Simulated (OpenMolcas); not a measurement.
# How methods differ on BH2O2F (SMILES OB(O)F)

BH2O2F has 6 atoms, charge 0, and is taken as a singlet. SMILES: `OB(O)F`. The coordinates come from a PBE0-D4/def2-TZVP relaxation. This is one conformer, not always the lowest.

| atom | x (Å) | y (Å) | z (Å) |
| --- | --- | --- | --- |
| O | -0.4775 | 0.9710 | -0.2084 |
| B | -0.0238 | -0.3075 | -0.1065 |
| O | 0.9894 | -0.6352 | 0.7261 |
| F | -0.5731 | -1.2806 | -0.8332 |
| H | -1.1989 | 1.0661 | -0.8343 |
| H | 1.3260 | 0.1222 | 1.2100 |

Each level gives the dipole moment (D). The values are calculated.

```
          level           kind     program  value (D)  CPU time
   HF/def2-SVPD   Hartree–Fock  OpenMolcas       2.00      20 s
SVWN5/def2-SVPD            LDA  OpenMolcas       1.90      37 s
  PBE/def2-SVPD            GGA  OpenMolcas       1.84      50 s
M06-L/def2-SVPD       meta-GGA  OpenMolcas       1.87      67 s
 TPSS/def2-SVPD       meta-GGA  OpenMolcas       1.84      67 s
B3LYP/def2-SVPD  global hybrid  OpenMolcas       1.90      55 s
BHLYP/def2-SVPD  global hybrid  OpenMolcas       1.95      48 s
 PBE0/def2-SVPD  global hybrid  OpenMolcas       1.90      50 s
```

The values span 1.84 to 2.00 D. Magnitudes only. Times are those of the runs behind each value, whatever else they computed, on shared processors of several kinds: orders of magnitude only.

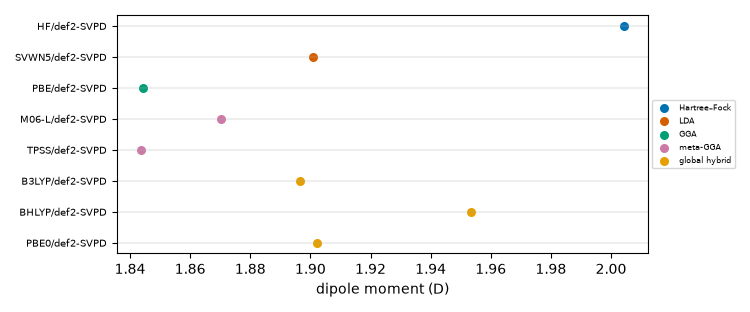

The values of the table, level by level.
